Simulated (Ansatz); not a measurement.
## Electronic structure of C3H11NSi in real space

```xyz
16

Si   -0.0026   -0.0022    0.0176
N     0.0528   -0.1899    1.7827
H    -0.6735   -0.6518    2.3090
H     0.7769    0.2170    2.3555
C     1.8034    0.0808   -0.6086
H     2.3323   -0.8495   -0.3757
H     1.8327    0.2333   -1.6938
H     2.3477    0.9098   -0.1406
C    -0.9265    1.5835   -0.5407
H    -1.9638    1.5744   -0.1867
H    -0.4410    2.4794   -0.1368
H    -0.9394    1.6655   -1.6346
C    -0.9092   -1.5295   -0.6936
H    -1.9174   -1.6237   -0.2725
H    -1.0089   -1.4513   -1.7825
H    -0.3557   -2.4457   -0.4620
```

The calculation used RKS B3LYP/6-31G (Ansatz 0.2.0).

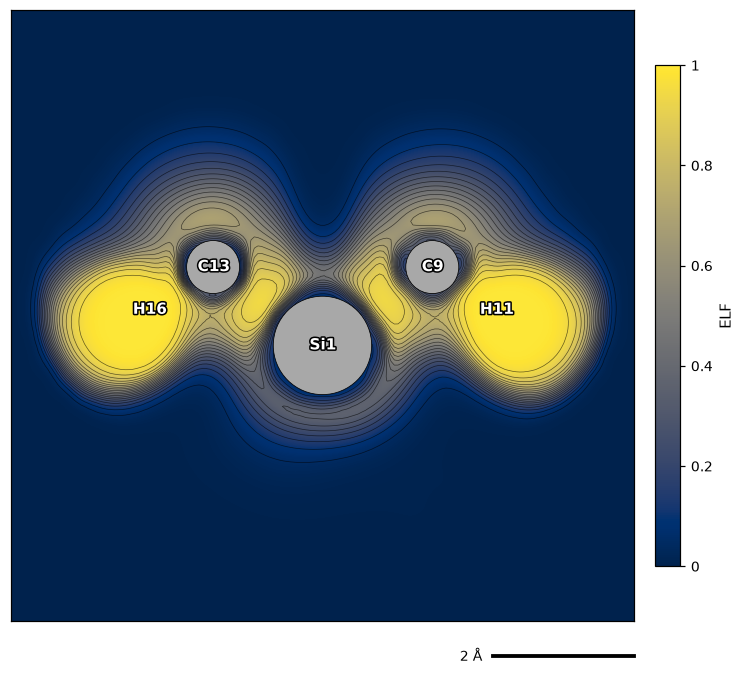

Figure 1. Electron localisation function on the plane of atoms C9, Si1 and C13. Grey discs cover the atomic cores.

Interpret the plot.

Answer.
- The section cuts through Si, C and H sites.
- C–Si (1.91 Å): the ELF peaks at about 0.95 between the atoms, as expected for a shared electron pair.
- C–H (1.10 Å): the ELF climbs to about 1 towards the hydrogen, as it does in any bond to H (an ordinary covalent bond to hydrogen).

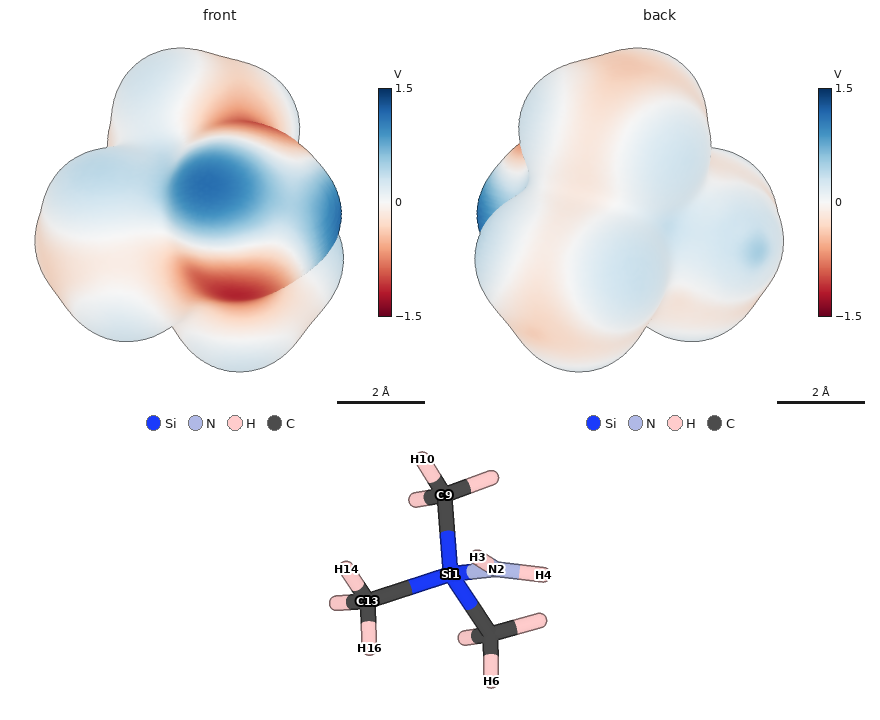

Figure 2. The electrostatic potential painted on the density surface at 0.001 e/bohr³, seen from the front and from behind; red is negative and blue positive. The bare structure is drawn below in the same view.

Describe the electrostatic potential map.

Answer. The most negative region (about −1.1 V, or −25 kcal/mol for a unit charge) lies over N2, the most positive (about +1.1 V, or +25 kcal/mol for a unit charge) over H3 and H4. N2 is the likeliest acceptor of a hydrogen bond.

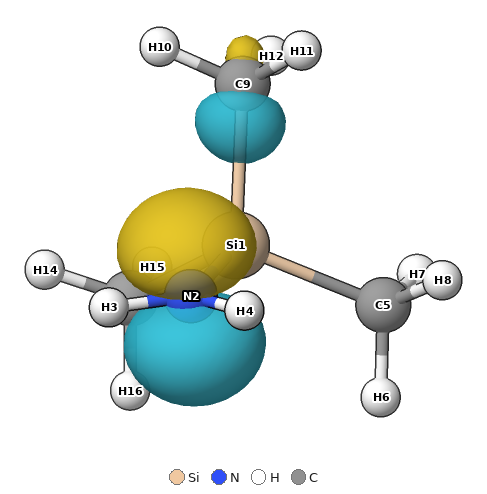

Figure 3. The HOMO at ±0.2 Å⁻³ᐟ² (yellow and cyan are the two phases), seen at a tilt.

Where does this orbital lie, and at what energy?

Answer. It lies mainly on N2 (about 65 %) and C9 (about 10 %). Its energy is −6.00 eV.
